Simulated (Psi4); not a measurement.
# SiCl (SMILES [Si]Cl): USVWN5/aug-cc-pVTZ

What is the vertical doublet–quartet gap of SiCl at USVWN5/aug-cc-pVTZ? 

The calculation is run with Psi4 1.11.

4 further runs of the same task are left out: 2 that didn't finish, 2 set aside as unsound or not needed.

### 1 The structure to begin with

The species is SiCl (2 atoms), meant as a doublet with charge 0. As SMILES, `[Si]Cl`. The coordinates come from a PBE0-D4/def2-TZVP relaxation.

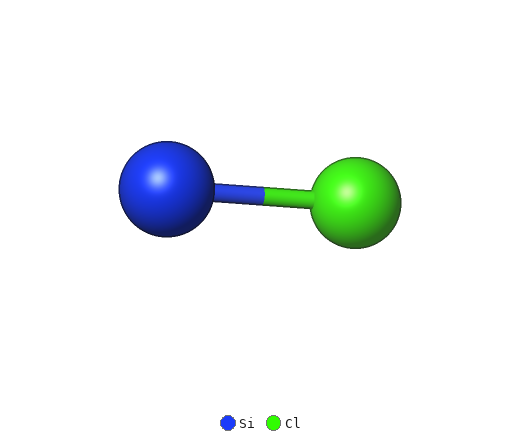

Viewed from a chosen angle; silicon blue, chlorine green.

### 2 Energy and forces at USVWN5/aug-cc-pVTZ

Contents of clsi.xyz:

```xyz
2
ClSi
Si     0.881810    -0.293660     0.452120
Cl    -0.881810     0.293660    -0.452120
```

Contents of job.py:

```python
import psi4

psi4.set_memory('2200 MB')
psi4.set_num_threads(1)
psi4.core.set_output_file('output.dat', False)

with open('clsi.xyz') as f:
    atoms = ''.join(f.readlines()[2:])
geom = psi4.geometry('0 2\n' + atoms + 'symmetry c1\nno_reorient\nno_com')

options = {'basis': 'aug-cc-pVTZ', 'reference': 'uks', 'puream': True, 'e_convergence': 1e-09, 'd_convergence': 1e-06, 'scf_type': 'pk', 'dft_radial_points': 99, 'dft_spherical_points': 590, 'maxiter': 150, 'level_shift': 0.3, 'level_shift_cutoff': 1e-09}
psi4.set_options(options)

E, wfn = psi4.gradient('scf', dft_functional={"name": "SVWN5", "x_functionals": {"LDA_X": {}}, "c_functionals": {"LDA_C_VWN": {}}}, return_wfn=True)
psi4.oeprop(wfn, 'DIPOLE', 'LOWDIN_CHARGES', 'WIBERG_LOWDIN_INDICES')
print('gradient / Eh bohr^-1')
print(E.np.round(6))
print(f'energy = {wfn.energy():.10f} Eh')
for k, v in sorted(psi4.core.scalar_variables().items()):
    print(f'{k:45s} {v:18.10f}')
```

Launch:

```sh
python job.py
```

output.dat:

```text
[...]
  Running in c1 symmetry.
[...]
  Nuclear repulsion =   60.927613994992669
[...]
  Multiplicity = 2
[...]
  Nalpha       = 16
  Nbeta        = 15
[...]
    Number of basis functions: 100
[...]
   @UKS iter   1:  -747.00083395864522   -1.90411e-01   3.68644e-03 DIIS/ADIIS/SHIFT
[...]
   @UKS iter  15:  -747.06025744258955   -8.55607e-10   1.00958e-07 DIIS/SHIFT
[...]
   @S^2 Observed:                7.521648483E-01
[...]
    Orbital Energies [Eh]
    ---------------------
    Alpha Occupied:
       1A   -100.357611     2A    -65.204480     3A     -9.163761
       4A     -7.019998     5A     -7.017628     6A     -7.015518
       7A     -5.081261     8A     -3.527356     9A     -3.521490
      10A     -3.520374    11A     -0.771663    12A     -0.455421
      13A     -0.329267    14A     -0.325363    15A     -0.304793
      16A     -0.151447
    Alpha Virtual:
      17A      0.148476    18A      0.254759    19A      0.296815
      20A      0.324393    21A      0.326819    22A      0.336954
      23A      0.351744    24A      0.352333    25A      0.354322
[...]
  @UKS Final Energy:  -747.06025744258955
   => Energetics <=
    Nuclear Repulsion Energy =             60.9276139949926687
    One-Electron Energy =               -1157.1928644279014406
    Two-Electron Energy =                 395.5877625638689778
    DFT Exchange-Correlation Energy =     -46.3827695735498367
    Empirical Dispersion Energy =           0.0000000000000000
    VV10 Nonlocal Energy =                  0.0000000000000000
    Total Energy =                       -747.0602574425895455
[...]
  -Total Gradient:
     Atom            X                  Y                   Z
    ------   -----------------  -----------------  -----------------
       1       -0.000874434966     0.000291203970    -0.000448338686
       2        0.000872808172    -0.000290662215     0.000447504602
[...]
 Multipole Moments:
 ------------------------------------------------------------------------------------
     Multipole            Electronic (a.u.)      Nuclear  (a.u.)        Total (a.u.)
 ------------------------------------------------------------------------------------
 L = 1.  Multiply by 2.5417464519 to convert [e a0] to [Debye]
 Dipole X            :          5.2185157           -4.9991382            0.2193775
 Dipole Y            :         -1.7378679            1.6648109           -0.0730570
 Dipole Z            :          2.6756277           -2.5631489            0.1124788
 Magnitude           :                                                    0.2571289
[...]
```

Standard output:

```text
gradient / Eh bohr^-1
[[-0.000874  0.000291 -0.000448]
 [ 0.000873 -0.000291  0.000448]]
energy = -747.0602574426 Eh
CURRENT ENERGY                                   -747.0602574426
CURRENT REFERENCE ENERGY                         -747.0602574426
DD SOLVATION ENERGY                                 0.0000000000
DFT FUNCTIONAL TOTAL ENERGY                      -747.0602574426
DFT TOTAL ENERGY                                 -747.0602574426
DFT VV10 ENERGY                                     0.0000000000
DFT XC ENERGY                                     -46.3827695735
GRID ELECTRONS ALPHA                               15.9999999375
GRID ELECTRONS BETA                                14.9999999376
GRID ELECTRONS TOTAL                               30.9999998752
NUCLEAR REPULSION ENERGY                           60.9276139950
ONE-ELECTRON ENERGY                             -1157.1928644279
PCM POLARIZATION ENERGY                             0.0000000000
PE ENERGY                                           0.0000000000
SCF ITERATION ENERGY                             -747.0602574426
SCF ITERATIONS                                     15.0000000000
SCF TOTAL ENERGY                                 -747.0602574426
TWO-ELECTRON ENERGY                               395.5877625639
XC GRID RADIAL POINTS                              99.0000000000
XC GRID SPHERICAL POINTS                          590.0000000000
XC GRID TOTAL POINTS                           114372.0000000000
```

Run time: 47 s. Hardware: 1 thread of Intel Xeon at 2.70GHz, shared host; peak memory 0.68 GiB.

### 3 The quartet

Contents of calc.inp:

```
memory 2200 mb

molecule system {
  0 4
  Si     0.881810    -0.293660     0.452120
  Cl    -0.881810     0.293660    -0.452120
  units angstrom
  symmetry c1
  no_reorient
  no_com
}

set {
  basis                aug-cc-pVTZ
  reference            uks
  puream               true
  e_convergence        1e-09
  d_convergence        1e-08
  scf_type             pk
  dft_radial_points    99
  dft_spherical_points 590
  maxiter              100
}

E, wfn = gradient('scf', dft_functional={"name": "SVWN5", "x_functionals": {"LDA_X": {}}, "c_functionals": {"LDA_C_VWN": {}}}, return_wfn=True)
print_variables()
```

Launch:

```sh
psi4 -n 1 calc.inp calc.out
```

calc.out:

```text
[...]
  Running in c1 symmetry.
[...]
  Nuclear repulsion =   60.927613994992669
[...]
  Multiplicity = 4
[...]
  Nalpha       = 17
  Nbeta        = 14
[...]
    Number of basis functions: 100
[...]
   @UKS iter   1:  -746.88167877818796   -7.12558e-02   3.50814e-03 DIIS/ADIIS
[...]
   @UKS iter  10:  -746.94292920974181   -4.21778e-11   8.60282e-09 DIIS
[...]
   @S^2 Observed:                3.751066111E+00
[...]
    Orbital Energies [Eh]
    ---------------------
    Alpha Occupied:
       1A   -100.381384     2A    -65.219816     3A     -9.185796
       4A     -7.047600     5A     -7.036488     6A     -7.036488
       7A     -5.100048     8A     -3.544631     9A     -3.540751
      10A     -3.540751    11A     -0.791121    12A     -0.479159
      13A     -0.343665    14A     -0.339186    15A     -0.339186
      16A     -0.173772    17A     -0.173772
    Alpha Virtual:
      18A     -0.068190    19A     -0.008901    20A      0.022622
      21A      0.022622    22A      0.028482    23A      0.046593
      24A      0.046593    25A      0.046866    26A      0.074727
[...]
  @UKS Final Energy:  -746.94292920974181
   => Energetics <=
    Nuclear Repulsion Energy =             60.9276139949926687
    One-Electron Energy =               -1156.5845611185677626
    Two-Electron Energy =                 395.1118867202507658
    DFT Exchange-Correlation Energy =     -46.3978688064175557
    Empirical Dispersion Energy =           0.0000000000000000
    VV10 Nonlocal Energy =                  0.0000000000000000
    Total Energy =                       -746.9429292097418056
[...]
 Multipole Moments:
 ------------------------------------------------------------------------------------
     Multipole            Electronic (a.u.)      Nuclear  (a.u.)        Total (a.u.)
 ------------------------------------------------------------------------------------
 L = 1.  Multiply by 2.5417464519 to convert [e a0] to [Debye]
 Dipole X            :          5.1827263           -4.9991382            0.1835881
 Dipole Y            :         -1.7259494            1.6648109           -0.0611384
 Dipole Z            :          2.6572779           -2.5631489            0.0941289
 Magnitude           :                                                    0.2151807
[...]
  -Total Gradient:
     Atom            X                  Y                   Z
    ------   -----------------  -----------------  -----------------
       1        0.000798612640    -0.000265953650     0.000409463204
       2       -0.000800312619     0.000266519776    -0.000410334810
[...]
```

It took 43 s on 1 thread of Intel Xeon at 2.70GHz, shared host; peak memory 0.68 GiB.

### 4 What came out

At USVWN5/aug-cc-pVTZ:

| quantity | value |
| --- | --- |
| doublet: total energy | -747.06026 Eh |
| doublet: dipole moment | 0.65 D |
| doublet: HOMO energy (highest over α and β) | -4.12 eV |
| doublet: ⟨S²⟩ | 0.752 |
| doublet: largest force on an atom | 0.053 eV/Å |
| quartet: total energy | -746.94293 Eh |
| quartet: dipole moment | 0.55 D |
| quartet: HOMO energy (highest over α and β) | -4.73 eV |
| quartet: ⟨S²⟩ | 3.751 |
| quartet: largest force on an atom | 0.048 eV/Å |
| vertical energy of the quartet above the doublet | 3.193 eV |

What this shows: At this shape the quartet lies 3.19 eV (308 kJ/mol) above the doublet.
